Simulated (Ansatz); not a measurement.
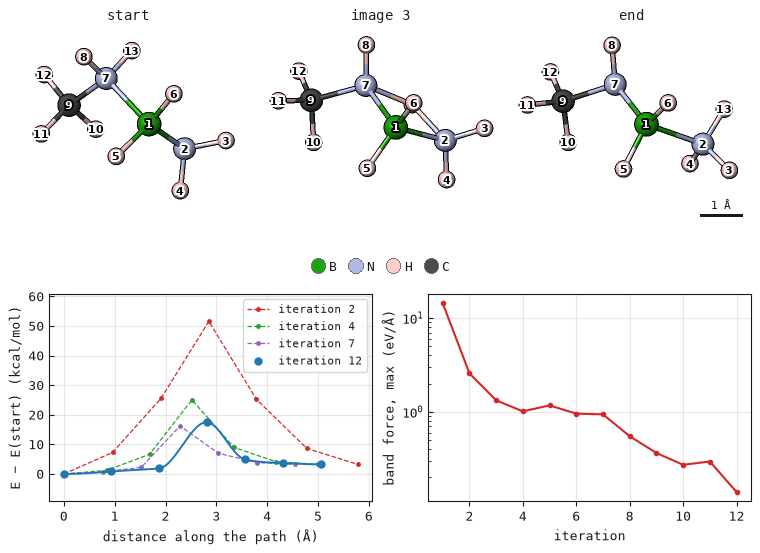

A search for the minimum-energy path of CH₉BN₂ by the nudged elastic band. Images are numbered from 0 (start) to 6 (end). The plot follows the band through its iterations. A ball-and-stick model, seen from a free direction.

Method: Ansatz 0.2.0, RKS PBE0/6-31G*. Set-up: 5 movable images; climbing image; force threshold 0.2 eV/Å; iteration limit 60; starting path through a guess of the saddle point.

> How did the profile develop, and is the result final?

The run met only a loose threshold, so the barrier can't be trusted yet. The band converged in 12 iterations. The largest component of the band force went from 14 to 0.14 eV/Å. The climbing image converged on the top of the path. Its curvatures weren't checked. The force threshold is so loose that the height of the top is at best an upper bound. The first iteration put the highest image at 99.7 kcal/mol. The highest point, image 3, lies 17.5 kcal/mol above the start and 14.2 kcal/mol above the end; the end is at +3.3 kcal/mol relative to the start.
